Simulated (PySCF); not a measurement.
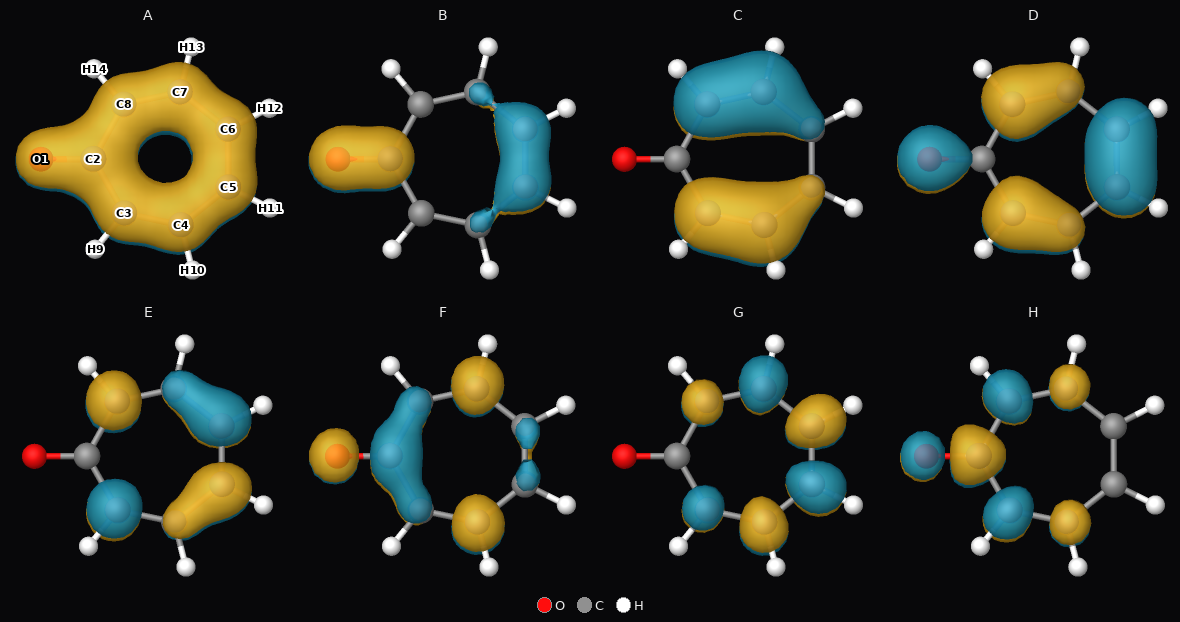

C$_{7}$H$_{6}$O, SMILES `O=C1C=CC=CC=C1`. Natural orbitals of the π active space, CASSCF(8,8), singlet state, in order of falling occupation.

Computed with PySCF, def2-SVP basis, geometry: GFN2-xTB. No frequency check shows the geometry to be a minimum.

Input

```python
import numpy as np
from pyscf import gto, scf, dft, mcscf, mrpt
from pyscf.mcscf import avas

def solve(mol, dm0=None, hcore=None):
    mf = scf.ROHF(mol) if mol.spin else scf.RHF(mol)
    mf = mf.density_fit(auxbasis='def2-universal-jkfit')
    mf.conv_tol, mf.max_cycle = 1e-8, 80
    if hcore is not None:
        mf.get_hcore = lambda *args: hcore
    mf.kernel(dm0)
    if not mf.converged:
        mf = mf.newton().run(mf.mo_coeff, mf.mo_occ, max_cycle=30)
    assert mf.converged, 'SCF not converged'
    return mf

mol = gto.M(atom='''
O      2.54499    -0.00005     0.00000
C      1.31947     0.00001     0.00000
C      0.60503     1.27440     0.00000
C     -0.71555     1.55811     0.00000
C     -1.83180     0.67839     0.00000
C     -1.83187    -0.67826     0.00000
C     -0.71570    -1.55809     0.00000
C      0.60490    -1.27450     0.00000
H      1.29414     2.11167     0.00000
H     -0.97939     2.61000     0.00000
H     -2.79785     1.16803     0.00000
H     -2.79796    -1.16781     0.00000
H     -0.97964    -2.60995     0.00000
H      1.29394    -2.11184     0.00000
''', basis='def2-svp', charge=0, spin=0, verbose=4)
mf = solve(mol)
ncas, nel, orbs = avas.avas(mf, ['C 2pz', 'O 2pz'], threshold=0.5, openshell_option=3)
print('active space', nel, ncas)
assert 2 <= ncas <= 10, 'active space too large or empty'
mc = mcscf.CASSCF(mf, ncas, nel)
mc.natorb, mc.max_cycle_macro = True, 60
mc.fix_spin_(ss=mol.spin / 2 * (mol.spin / 2 + 1))
mc.kernel(orbs)
occ = mc.mo_occ[mc.ncore:mc.ncore + ncas]
print('natural occupations', occ.round(4))
e2 = mrpt.NEVPT(mc).kernel()
out = dict(c=mc.mo_coeff[:, mc.ncore:mc.ncore + ncas], occ=occ, e=mc.e_tot, e2=e2, ehf=mf.e_tot, ok=mc.converged, nel=nel, w0=abs(mc.ci).max() ** 2, dm=mc.make_rdm1())
# the other spin state at the same geometry
other = mol.copy().set(spin=2).build()
mo = scf.ROHF(other).density_fit(auxbasis='def2-universal-jkfit').run()
na = (nel + other.spin) // 2
m2 = mcscf.CASSCF(mo, ncas, (na, nel - na))
m2.natorb = True
m2.fix_spin_(ss=other.spin / 2 * (other.spin / 2 + 1))
m2.kernel(mc.mo_coeff)
e2o = mrpt.NEVPT(m2).kernel()
print('other state above this one / eV: CASSCF', (m2.e_tot - mc.e_tot) * 27.211386, 'NEVPT2', (m2.e_tot + e2o - mc.e_tot - e2) * 27.211386)
np.savez('result.npz', eo=m2.e_tot, e2o=e2o, oko=m2.converged, occo=m2.mo_occ[mc.ncore:mc.ncore + ncas], co=m2.mo_coeff[:, mc.ncore:mc.ncore + ncas], **out)
```

Launched as:

```sh
OMP_NUM_THREADS=1 python input.py
```

The run took 2.6 min on 1 thread of Arm Neoverse V1, on a shared host, peak memory 0.44 GiB.

What are the natural occupation numbers?

Answer. A 1.95, B 1.93, C 1.91, D 1.86, E 0.14, F 0.12, G 0.05, H 0.05.

How multiconfigurational is the state?

Answer. The leading determinant weighs 0.83; the effective number of unpaired electrons, Σ n²(2−n)², is 0.27; the most occupied of the weakly occupied orbitals holds 0.14 e, as in an ordinary closed-shell π system. The active space lowers the energy by 3.07 eV against Hartree–Fock.

Where does the lowest triplet lie relative to the singlet, at this geometry and within this active space?

Answer. 2.55 eV above it by strongly contracted NEVPT2 (+2.44 eV by CASSCF); a small basis tends to put such gaps a few tenths of an eV too high. This is a vertical energy for π states alone; a state that uses lone pairs or σ orbitals may lie lower.
